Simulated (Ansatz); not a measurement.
Start from C in the diamond structure (space group Fd-3m, No. 227; a = 3.560 Å). Axes: x, y, z lie along the cube axes.

The change: tensor shear ε_yz = +3.39 % (engineering shear γ = 0.0678); the atoms relax in the strained cell.

Calculations: r2SCAN (Ansatz, a first-principles code, PAW, no spin-orbit coupling).

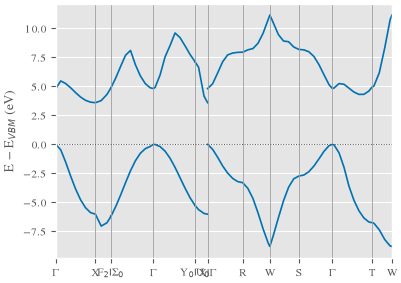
Highest valence and lowest conduction band along the path of the changed cell's own zone

The gap is 3.59 eV, indirect, Γ → X; the base has 4.36 eV.

No phonon test of stability was made. k-point labels follow each cell's own Brillouin zone.
